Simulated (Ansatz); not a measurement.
CH₄BF: several calculations on one system

### Relaxation

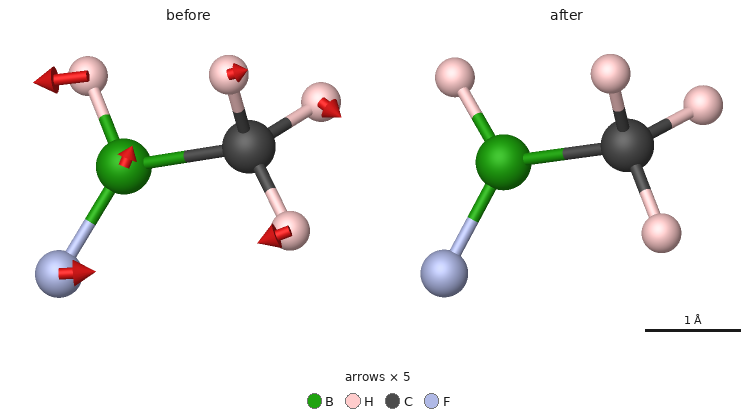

The structure of CH4BF before (left) and after (right) a relaxation, at one scale. The red arrows give the displacements, magnified 5 times.

A ball-and-stick model, seen at a tilt.

The run prepares an end point of a later path (reaction) calculation, from a guessed geometry.

These are results of RKS r2SCANh-D4/def2-SVP (Ansatz 0.2.0), not measurements. Set-up: no spin polarisation; force threshold 0.03 eV/Å; at most 50 steps.

> Summarise the run.

After 5 geometry steps the energy has fallen by 5.12 kJ/mol. The largest force component goes from 0.88 to 0.0049 eV/Å. An H atom moves most after the best rigid fit: 0.12 Å. By element the largest moves are H 0.12 Å, F 0.08 Å, B 0.05 Å, C 0.02 Å. Near-neighbour distances that change, for instance: B–H 1.188 → 1.212 Å, B–C 1.568 → 1.556 Å. Bond angles that change, for instance: H–B–C 115.3° → 123.4°, H–B–F 120.5° → 116.1°, C–B–F 124.2° → 120.5°.

### Relaxation

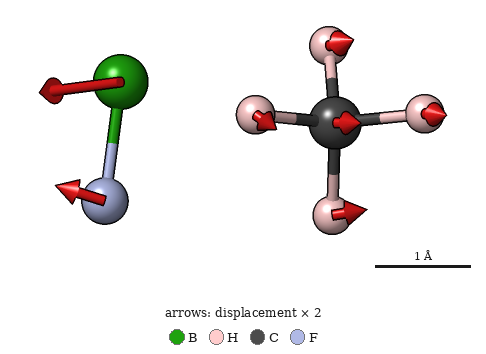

This is a relaxation of CH$_{4}$BF. The starting structure is drawn; red arrows show the displacements, magnified 2 times. The two geometries are superimposed by the best rigid fit.

Style: ball-and-stick. Shown at a tilt.

The run prepares an end point of a later path (reaction) calculation, from a guessed geometry.

Level of theory: RKS r2SCANh-D4/def2-SVP in Ansatz 0.2.0.

Input file:
```yaml
crystal:
  periodic: [false, false, false]
  atoms:
    - { symbol: B, position_ang: [-0.90779, -0.361373, 0.182434] }
    - { symbol: H, position_ang: [1.183224, 0.249447, 1.17027] }
    - { symbol: C, position_ang: [1.866072, 0.083023, 0.320676] }
    - { symbol: H, position_ang: [1.764944, -0.952165, -0.025012] }
    - { symbol: H, position_ang: [1.628391, 0.775162, -0.493287] }
    - { symbol: H, position_ang: [2.898237, 0.250984, 0.653255] }
    - { symbol: F, position_ang: [-0.794679, -0.04518, -1.038435] }
basis:
  gaussian: { orbitals: def2-SVP }
hamiltonian:
  xc: r2scanh
  dispersion: d4
relax:
  f_tol: 0.03
  max_steps: 50
```

Command:
```bash
ansatz run input.yaml --threads 1 --pin off --max-ram 2048MiB --backend cpu --events-out ev --progress --plain --runs-dir out
```

Atoms of which element are displaced furthest, and by how much?

Boron: up to 0.66 Å, against 0.28 Å for fluorine.

What happened in the run?

After 15 accepted moves (16 points after the start) the energy has fallen by 0.124 eV. Largest force component: 0.47 eV/Å at the start, 0.017 eV/Å at the end. The line search rejected the trial step at point 13 of the run. The forces were under the threshold at step 6, but the run went on from there. B1 moves most after the best rigid fit: 0.66 Å. Largest moves by element: B 0.66 Å, F 0.28 Å, H 0.20 Å, C 0.17 Å.

Limits of the set-up: the start holds two separate molecules, 2.4 Å apart at their closest, whose relative position is a soft coordinate.

### Path

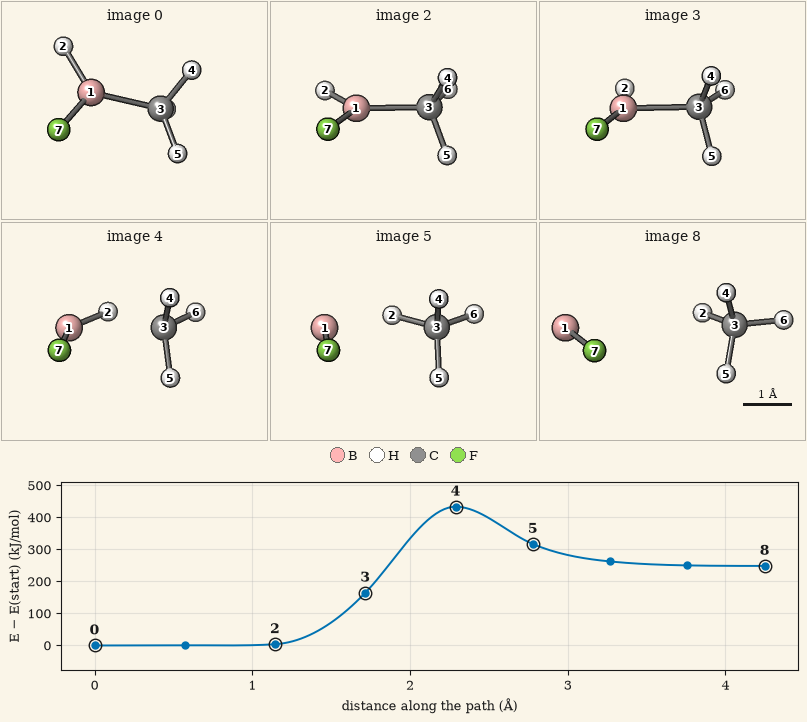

NEB run on CH$_{4}$BF. Images are numbered from 0 (start) to 8 (end). The picture is a ball-and-stick view, seen at a tilt.

Level of theory: Ansatz, RKS r2SCANh-D4/def2-SVP. Settings: 7 movable images; climbing image; force threshold 0.03 eV/Å; iteration limit 60; starting path through a guess of the saddle point.

### Read off the barrier and say what moves.

Breaking: B1–C3 (1.56 → 2.00 at the top → 3.61 Å), B1–H2 (1.21 → 1.23 at the top → 3.18 Å). Forming: H2–C3 (2.44 → 1.50 at the top → 1.10 Å). The highest point, image 4, lies 433.6 kJ/mol above the start and 185.0 kJ/mol above the end; the end is at +248.6 kJ/mol relative to the start. The band converged in 17 iterations, with a climbing image at the top. At the top, the vibrational analysis gives one imaginary mode (1509i cm⁻¹), as a transition state must have.

The run took 4.8 min on 1 thread of Arm Neoverse V1, on a shared host, peak memory 0.13 GiB.
